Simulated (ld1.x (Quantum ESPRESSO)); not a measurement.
## Run report: Ho, pseudopotential generation

System: holmium (Ho, Z = 67), core [Kr] 4d10, reference valence 4f11 5s2 5p6 5d0 6s1 6p0 (an ion of charge +1), valence charge 21.
Method: ultrasoft potential, PBE, non-relativistic, made with ld1.x (Quantum ESPRESSO) 7.5.

### Results in brief

- outcome: generated, but the overlap operator is not positive, so unusable
- configuration tests: test run stopped at test 3 of 7 (negative norm?)
- lowest eigenvalue of the overlap operator S in a Bessel basis (separate test): -0.46 (p channel); it is negative, so in a basis up to 400 Ry S is not positive definite
- density cutoff estimated by the generator: 1611 Ry
- largest excitation error among the tests solved: +28 meV (all-electron minus pseudo) for 4f11 5s2 5p6 5d0 6s0 6p0
- range over which the phases arctan(r u′/u) at the test radius agree within 0.05 rad (a looser test near the poles than one of phase shifts): s: up to about 4.1 Ry; p: between about -2.3 and 0.0 Ry; d: up to about 1.6 Ry; f: over the whole range computed
- hardware: 1 CPU thread, shared host
- wall time: 2.2 s

### Remarks

The p channel couldn't be tested for ghost states or cutoffs, since the overlap operator isn't positive definite there.

### Input
```
 &input
   title='Ho', zed=67., rel=0, dft='PBE', iswitch=3,
   config='[Xe] 4f11 5d0 6s1 6p0',
   nld=4, rlderiv=3.20, eminld=-6.0, emaxld=5.0, deld=0.02
 /
 &inputp
   pseudotype=3, tm=.true., lloc=-1, rcloc=1.85,
   nlcc=.false.,
   which_augfun='PSQ', rmatch_augfun_nc=.true.,
   file_pseudopw='Ho.UPF', file_wfcaegen='ae.wfc', file_wfcncgen='nc.wfc', file_beta='beta', file_chi='chi', file_wfcusgen='us.wfc'
 /
8
5S  1  0   2.00   0.00  1.75  2.20  0.0
6S  2  0   1.00   0.00  1.75  2.20  0.0
5P  2  1   6.00   0.00  2.70  2.95  0.0
6P  3  1   0.00   0.00  2.70  2.95  0.0
5D  3  2   0.00   0.00  2.25  2.80  0.0
5D  3  2   0.00   3.25  2.25  2.80  0.0
4F  4  3  11.00   0.00  0.60  0.65  0.0
4F  4  3   0.00   1.45  0.60  0.65  0.0
 &test
   configts(1)='4f11 5s2 5p6 5d0 6s1 6p0'
 /
```

### Input of the test run
```
 &input
   title='Ho', zed=67., rel=0, dft='PBE', iswitch=2,
   config='[Xe] 4f11 5d0 6s1 6p0'
 /
 &test
   file_pseudo='Ho.UPF', nconf=8,
   configts(1)='4f11 5s2 5p6 5d0 6s1 6p0',
   configts(2)='4f11 5s2 5p6 5d0 6s2 6p0',
   configts(3)='4f11 5s2 5p6 5d0 6s0 6p0',
   configts(4)='4f10 5s2 5p6 5d0 6s0 6p0',
   configts(5)='4f10 5s2 5p6 5d1 6s1 6p0',
   configts(6)='4f12 5s2 5p6 5d0 6s0 6p0',
   configts(7)='4f11 5s2 5p6 5d0 6s1.5 6p0',
   configts(8)='4f11 5s2 5p6 5d0 6s0 6p1'
 /
```

Launched with:
```bash
ld1.x < Ho.in > Ho.out
```

### Output
```
     Program LD1 v.7.5
     --------------------------- All-electron run ----------------------------

     Ho

     atomic number is 67.00
     dft =PBE   lsd =0 sic =0 latt =0  beta=0.20 tr2=1.0E-14
     Exchange-correlation= PBE
                           (   1   4   3   4   0   0   0)
     mesh =1265 r(mesh) =  99.01857 a.u. xmin = -7.00 dx = 0.01250
     1 Ry =  13.60569312 eV

     n l     nl                  e(Ry)          e(Ha)          e(eV)
     1 0     1S 1( 2.00)     -3807.7364     -1903.8682    -51806.8932
     2 0     2S 1( 2.00)      -612.3450      -306.1725     -8331.3785
     2 1     2P 1( 6.00)      -584.0340      -292.0170     -7946.1875
     3 0     3S 1( 2.00)      -136.1369       -68.0685     -1852.2373
     3 1     3P 1( 6.00)      -123.3730       -61.6865     -1678.5753
     4 0     4S 1( 2.00)       -26.5031       -13.2516      -360.5935
     4 1     4P 1( 6.00)       -21.4125       -10.7063      -291.3325
     3 2     3D 1(10.00)       -99.5940       -49.7970     -1355.0458
     5 0     5S 1( 2.00)        -3.6151        -1.8075       -49.1859
     5 1     5P 1( 6.00)        -2.2865        -1.1432       -31.1090
     4 2     4D 1(10.00)       -12.2805        -6.1402      -167.0842
     4 3     4F 1(11.00)        -0.9867        -0.4934       -13.4254
     5 2     5D 1( 0.00)        -0.5415        -0.2708        -7.3675
     6 0     6S 1( 1.00)        -0.6117        -0.3059        -8.3232
     6 1     6P 1( 0.00)        -0.4026        -0.2013        -5.4775

     final scf error:  6.8E-15 reached in  31 iterations

     Etot =  -24136.898712 Ry,  -12068.449356 Ha, -328399.236812 eV

     Ekin =   24129.942233 Ry,   12064.971116 Ha,  328304.589095 eV
     Encl =  -57356.428653 Ry,  -28678.214326 Ha, -780373.966879 eV
     Eh   =    9607.340343 Ry,    4803.670172 Ha,  130714.524435 eV
     Exc  =    -517.752635 Ry,    -258.876317 Ha,   -7044.383464 eV

     normalization and overlap integrals

     s(1S/1S) =  1.000000  <r> =   0.0226  <r2> =    0.0007  r(max) =   0.0149
     s(2S/2S) =  1.000000  <r> =   0.0961  <r2> =    0.0108  r(max) =   0.0817
     s(2P/2P) =  1.000000  <r> =   0.0814  <r2> =    0.0080  r(max) =   0.0636
     s(3S/3S) =  1.000000  <r> =   0.2467  <r2> =    0.0694  r(max) =   0.2277
     s(3P/3P) =  1.000000  <r> =   0.2365  <r2> =    0.0647  r(max) =   0.2139
     s(4S/4S) =  1.000000  <r> =   0.5559  <r2> =    0.3485  r(max) =   0.5196
     s(4P/4P) =  1.000000  <r> =   0.5677  <r2> =    0.3664  r(max) =   0.5196
     s(3D/3D) =  1.000000  <r> =   0.2090  <r2> =    0.0512  r(max) =   0.1708
     s(5S/5S) =  1.000000  <r> =   1.3812  <r2> =    2.1490  r(max) =   1.2310
     s(5P/5P) =  1.000000  <r> =   1.5677  <r2> =    2.7987  r(max) =   1.3435
     s(4D/4D) =  1.000000  <r> =   0.5982  <r2> =    0.4152  r(max) =   0.5261
     s(4F/4F) =  1.000000  <r> =   0.8041  <r2> =    0.8674  r(max) =   0.5131
     s(5D/5D) =  1.000000  <r> =   2.6898  <r2> =    8.7649  r(max) =   1.9306
     s(6S/6S) =  1.000000  <r> =   3.9296  <r2> =   17.3596  r(max) =   3.4308
     s(6P/6P) =  1.000000  <r> =   4.8730  <r2> =   26.7157  r(max) =   4.2432

     ------------------------ End of All-electron run ------------------------

     --------------------- Generating US pseudopotential ---------------------

      Generating local potential from pseudized AE potential:
      Matching radius rcloc =   1.8500

      Local pseudo, rcloc= 1.859 Estimated cut-off energy=     7.05 Ry
      Wfc-us  5S rcutus= 2.215  Estimated cut-off energy=    11.20 Ry
      Wfc-us  6S rcutus= 2.215  Estimated cut-off energy=    22.60 Ry
      Wfc-us  5P rcutus= 2.916  Estimated cut-off energy=    10.30 Ry
      Wfc-us  6P rcutus= 2.916  Estimated cut-off energy=    19.43 Ry
      Wfc-us  5D rcutus= 2.774  Estimated cut-off energy=    14.84 Ry
      Wfc-us  5D rcutus= 2.774  Estimated cut-off energy=    14.95 Ry
      Wfc-us  4F rcutus= 0.651  Estimated cut-off energy=   364.32 Ry
      Wfc-us  4F rcutus= 0.651  Estimated cut-off energy=   372.13 Ry

     Q pseudized with Bessel functions
     Expected ecutrho=    1611.3841 due to l1=  3   l2=  3

     ------------------- End of pseudopotential generation -------------------

     --------------------------- All-electron run ----------------------------

     Ho

     atomic number is 67.00
     dft =PBE   lsd =0 sic =0 latt =0  beta=0.20 tr2=1.0E-14
     Exchange-correlation= PBE
                           (   1   4   3   4   0   0   0)
     mesh =1265 r(mesh) =  99.01857 a.u. xmin = -7.00 dx = 0.01250
     1 Ry =  13.60569312 eV

     n l     nl                  e(Ry)          e(Ha)          e(eV)
     1 0     1S 1( 2.00)     -3807.7364     -1903.8682    -51806.8932
     2 0     2S 1( 2.00)      -612.3450      -306.1725     -8331.3785
     2 1     2P 1( 6.00)      -584.0340      -292.0170     -7946.1875
     3 0     3S 1( 2.00)      -136.1369       -68.0685     -1852.2373
     3 1     3P 1( 6.00)      -123.3730       -61.6865     -1678.5753
     4 0     4S 1( 2.00)       -26.5031       -13.2516      -360.5935
     4 1     4P 1( 6.00)       -21.4125       -10.7063      -291.3325
     3 2     3D 1(10.00)       -99.5940       -49.7970     -1355.0458
     5 0     5S 1( 2.00)        -3.6151        -1.8075       -49.1859
     5 1     5P 1( 6.00)        -2.2865        -1.1432       -31.1090
     4 2     4D 1(10.00)       -12.2805        -6.1402      -167.0842
     4 3     4F 1(11.00)        -0.9867        -0.4934       -13.4254
     5 2     5D 1( 0.00)        -0.5415        -0.2708        -7.3675
     6 0     6S 1( 1.00)        -0.6117        -0.3059        -8.3232
     6 1     6P 1( 0.00)        -0.4026        -0.2013        -5.4775

     final scf error:  6.8E-15 reached in  31 iterations

     Etot =  -24136.898712 Ry,  -12068.449356 Ha, -328399.236812 eV

     Ekin =   24129.942233 Ry,   12064.971116 Ha,  328304.589095 eV
     Encl =  -57356.428653 Ry,  -28678.214326 Ha, -780373.966879 eV
     Eh   =    9607.340343 Ry,    4803.670172 Ha,  130714.524435 eV
     Exc  =    -517.752635 Ry,    -258.876317 Ha,   -7044.383464 eV

     normalization and overlap integrals

     s(1S/1S) =  1.000000  <r> =   0.0226  <r2> =    0.0007  r(max) =   0.0149
     s(2S/2S) =  1.000000  <r> =   0.0961  <r2> =    0.0108  r(max) =   0.0817
     s(2P/2P) =  1.000000  <r> =   0.0814  <r2> =    0.0080  r(max) =   0.0636
     s(3S/3S) =  1.000000  <r> =   0.2467  <r2> =    0.0694  r(max) =   0.2277
     s(3P/3P) =  1.000000  <r> =   0.2365  <r2> =    0.0647  r(max) =   0.2139
     s(4S/4S) =  1.000000  <r> =   0.5559  <r2> =    0.3485  r(max) =   0.5196
     s(4P/4P) =  1.000000  <r> =   0.5677  <r2> =    0.3664  r(max) =   0.5196
     s(3D/3D) =  1.000000  <r> =   0.2090  <r2> =    0.0512  r(max) =   0.1708
     s(5S/5S) =  1.000000  <r> =   1.3812  <r2> =    2.1490  r(max) =   1.2310
     s(5P/5P) =  1.000000  <r> =   1.5677  <r2> =    2.7987  r(max) =   1.3435
     s(4D/4D) =  1.000000  <r> =   0.5982  <r2> =    0.4152  r(max) =   0.5261
     s(4F/4F) =  1.000000  <r> =   0.8041  <r2> =    0.8674  r(max) =   0.5131
     s(5D/5D) =  1.000000  <r> =   2.6898  <r2> =    8.7649  r(max) =   1.9306
     s(6S/6S) =  1.000000  <r> =   3.9296  <r2> =   17.3596  r(max) =   3.4308
     s(6P/6P) =  1.000000  <r> =   4.8730  <r2> =   26.7157  r(max) =   4.2432

     ------------------------ End of All-electron run ------------------------

     Computing logarithmic derivative in   3.20296
     Computing logarithmic derivative in   3.20296
     Computing the partial wave expansion
     R is outside the sphere for l=    0 j= 0.00
     R is outside the sphere for l=    0 j= 0.00
     R is outside the sphere for l=    1 j= 0.00
     R is outside the sphere for l=    1 j= 0.00
     R is outside the sphere for l=    2 j= 0.00
     R is outside the sphere for l=    2 j= 0.00
     R is outside the sphere for l=    3 j= 0.00
     R is outside the sphere for l=    3 j= 0.00

     ---------------------- Testing the pseudopotential ----------------------

     Ho

     atomic number is 67.00   valence charge is 21.00
     dft =PBE   lsd =0 sic =0 latt =0  beta=0.20 tr2=1.0E-14
     mesh =1265 r(mesh) =  99.01857 xmin = -7.00 dx = 0.01250

     n l     nl             e AE (Ry)        e PS (Ry)    De AE-PS (Ry)
     4 3     4F   1(11.00)       -0.98675       -0.98675       -0.00000
     1 0     5S   1( 2.00)       -3.61510       -3.61510       -0.00000
     2 1     5P   1( 6.00)       -2.28647       -2.28647       -0.00000
     3 2     5D   1( 0.00)       -0.54150       -0.54150       -0.00000
     2 0     6S   1( 1.00)       -0.61174       -0.61174        0.00000
     3 1     6P   1( 0.00)       -0.40259       -0.40259        0.00000

     eps = 4.2E-16  iter =  6

     Etot =  -24136.898712 Ry,  -12068.449356 Ha, -328399.236812 eV
     Etotps =  -362.362280 Ry,    -181.181140 Ha,   -4930.189985 eV

     Ekin =     367.858666 Ry,     183.929333 Ha,    5004.972122 eV
     Encl =    -809.492408 Ry,    -404.746204 Ha,  -11013.705290 eV
     Ehrt =     340.698963 Ry,     170.349481 Ha,    4635.445537 eV
     Ecxc =     -35.187316 Ry,     -17.593658 Ha,    -478.747818 eV
     Epseu=    -226.240185 Ry,    -113.120093 Ha,   -3078.154536 eV

     ---------------------- End of pseudopotential test ----------------------
```

### Output of the test run (extracts)
```
     ---------------------- Testing the pseudopotential ----------------------

     Ho

     atomic number is 67.00   valence charge is 21.00
     dft =PBE   lsd =0 sic =0 latt =0  beta=0.20 tr2=1.0E-14
     mesh =1265 r(mesh) =  99.01857 xmin = -7.00 dx = 0.01250

     n l     nl             e AE (Ry)        e PS (Ry)    De AE-PS (Ry)
     4 3     4F   1(11.00)       -0.98675       -0.98675       -0.00000
     1 0     5S   1( 2.00)       -3.61510       -3.61510       -0.00000
     2 1     5P   1( 6.00)       -2.28647       -2.28647       -0.00000
     3 2     5D   1( 0.00)       -0.54150       -0.54150        0.00000
     2 0     6S   1( 1.00)       -0.61174       -0.61174        0.00000
     3 1     6P   1( 0.00)       -0.40259       -0.40259        0.00000

     eps = 2.9E-17  iter =  6

     Etot =  -24136.898712 Ry,  -12068.449356 Ha, -328399.236813 eV
     Etotps =  -362.362280 Ry,    -181.181140 Ha,   -4930.189987 eV

     Ekin =     367.858666 Ry,     183.929333 Ha,    5004.972120 eV
     Encl =    -809.492408 Ry,    -404.746204 Ha,  -11013.705292 eV
     Ehrt =     340.698963 Ry,     170.349482 Ha,    4635.445539 eV
     Ecxc =     -35.187316 Ry,     -17.593658 Ha,    -478.747818 eV
     Epseu=    -226.240185 Ry,    -113.120093 Ha,   -3078.154536 eV

     ---------------------- End of pseudopotential test ----------------------

     ---------------------- Testing the pseudopotential ----------------------

     Ho

     atomic number is 67.00   valence charge is 21.00
     dft =PBE   lsd =0 sic =0 latt =0  beta=0.20 tr2=1.0E-14
     mesh =1265 r(mesh) =  99.01857 xmin = -7.00 dx = 0.01250

     n l     nl             e AE (Ry)        e PS (Ry)    De AE-PS (Ry)
     4 3     4F   1(11.00)       -0.52810       -0.53463        0.00653  !
     1 0     5S   1( 2.00)       -3.15575       -3.16257        0.00682  !
     2 1     5P   1( 6.00)       -1.82892       -1.83576        0.00684  !
     3 2     5D   1( 0.00)       -0.12950       -0.13117        0.00167
     2 0     6S   1( 2.00)       -0.25885       -0.25919        0.00034
     3 1     6P   1( 0.00)       -0.09765       -0.09750       -0.00015

     eps = 6.2E-15  iter = 16

     Etot =  -24137.330228 Ry,  -12068.665114 Ha, -328405.107888 eV
     Etotps =  -362.794137 Ry,    -181.397069 Ha,   -4936.065696 eV
     dEtot_ae =      -0.431516 Ry
     dEtot_ps =      -0.431857 Ry,   Delta E=       0.000341 Ry

     Ekin =     367.599751 Ry,     183.799876 Ha,    5001.449409 eV
     Encl =    -818.961957 Ry,    -409.480979 Ha,  -11142.545073 eV
     Ehrt =     349.890608 Ry,     174.945304 Ha,    4760.504236 eV
     Ecxc =     -35.456590 Ry,     -17.728295 Ha,    -482.411476 eV
     Epseu=    -225.865949 Ry,    -112.932975 Ha,   -3073.062792 eV

     ---------------------- End of pseudopotential test ----------------------

     ---------------------- Testing the pseudopotential ----------------------

     Ho

     atomic number is 67.00   valence charge is 21.00
     dft =PBE   lsd =0 sic =0 latt =0  beta=0.20 tr2=1.0E-14
     mesh =1265 r(mesh) =  99.01857 xmin = -7.00 dx = 0.01250

     n l     nl             e AE (Ry)        e PS (Ry)    De AE-PS (Ry)
     4 3     4F   1(11.00)       -1.52720       -1.50554       -0.02166  !
     1 0     5S   1( 2.00)       -4.15601       -4.13469       -0.02132  !
     2 1     5P   1( 6.00)       -2.82295       -2.80174       -0.02121  !
     3 2     5D   1( 0.00)       -1.02297       -1.01299       -0.00998  !
     2 0     6S   1( 0.00)       -0.99720       -0.99157       -0.00563  !
     3 1     6P   1( 0.00)       -0.72835       -0.72714       -0.00121

     eps = 8.0E-15  iter = 16

     Etot =  -24136.092139 Ry,  -12068.046069 Ha, -328388.262828 eV
     Etotps =  -361.557748 Ry,    -180.778874 Ha,   -4919.243765 eV
     dEtot_ae =       0.806573 Ry
     dEtot_ps =       0.804533 Ry,   Delta E=       0.002041 Ry

     Ekin =     368.831725 Ry,     184.415862 Ha,    5018.211261 eV
     Encl =    -798.659072 Ry,    -399.329536 Ha,  -10866.310249 eV
     Ehrt =     330.598712 Ry,     165.299356 Ha,    4498.024627 eV
     Ecxc =     -34.934514 Ry,     -17.467257 Ha,    -475.308284 eV
     Epseu=    -227.394598 Ry,    -113.697299 Ha,   -3093.861121 eV

     ---------------------- End of pseudopotential test ----------------------
```

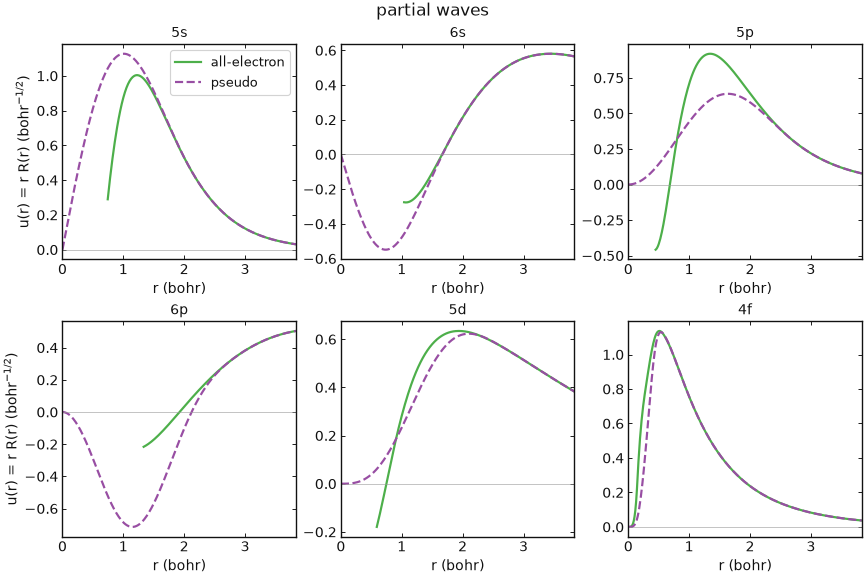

**Figure 1.** Pseudo-waves (dashed) against the all-electron radial functions (solid). The innermost oscillations of some all-electron curves aren't drawn. Reference configuration 4f11 5s2 5p6 5d0 6s1 6p0.

- Matching radii: 5s at 2.20 bohr; 6s at 2.20 bohr; 5p at 2.95 bohr; 6p at 2.95 bohr; 5d at 2.80 bohr; 4f at 0.65 bohr. The curves merge smoothly, so the plot gives these only roughly.
- Nodes of the pseudo-waves: 5s has no node; 6s has a node at about 1.7 bohr; 5p has no node; 6p has a node at about 2.1 bohr; 5d has no node; 4f has no node. A node in 6s and 6p is allowed, since a lower shell of the same l is also in the valence. The potential isn't sound: its overlap operator has a negative eigenvalue, -0.46. The p channel couldn't be tested for ghost states or cutoffs, since the overlap operator isn't positive definite there.

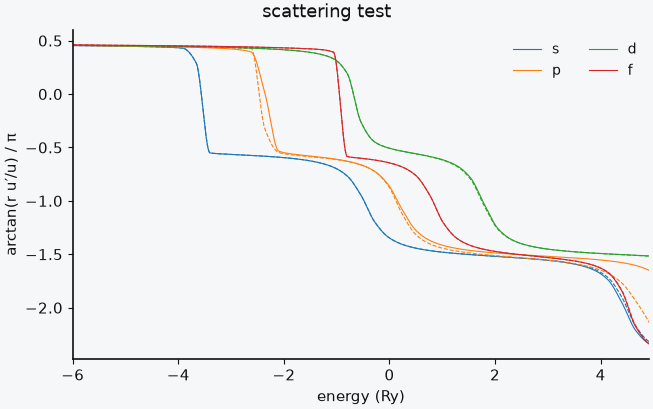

**Figure 2.** Unwrapped phase arctan(r u′/u) in units of π against energy, all-electron (solid) and pseudo (dashed); the pseudo phase is matched to the all-electron one at the reference energy. Here u = r R(r). A near-vertical step is a level narrower than the spacing of the points behind the curves.

- Range over which the phases agree within 0.05 rad: s: up to about 4.1 Ry; p: between about -2.3 and 0.0 Ry; d: up to about 1.6 Ry; f: over the whole range drawn.
- First channel to depart above its reference energy: the p channel: its phase error passes 0.05 rad 0.4 Ry above its reference energy, against 2.2 Ry for d.

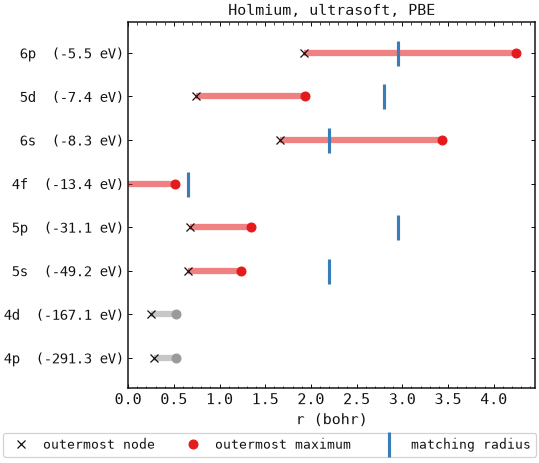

**Figure 3.** Outer shells of the all-electron reference atom: each bar runs from the outermost node (or the nucleus) to the outermost maximum of u(r); the tick is the radius chosen for the pseudo-wave. Shells without a tick have no pseudo-wave of their own. Levels, nodes and maxima are from ld1.x, non-relativistic.

- Radii against the shells: 5s: 2.20 bohr, outside the maximum; 5p: 2.95 bohr, outside the maximum; 4f: 0.65 bohr, outside the maximum; 6s: 2.20 bohr, between node and maximum; 5d: 2.80 bohr, outside the maximum; 6p: 2.95 bohr, between node and maximum.
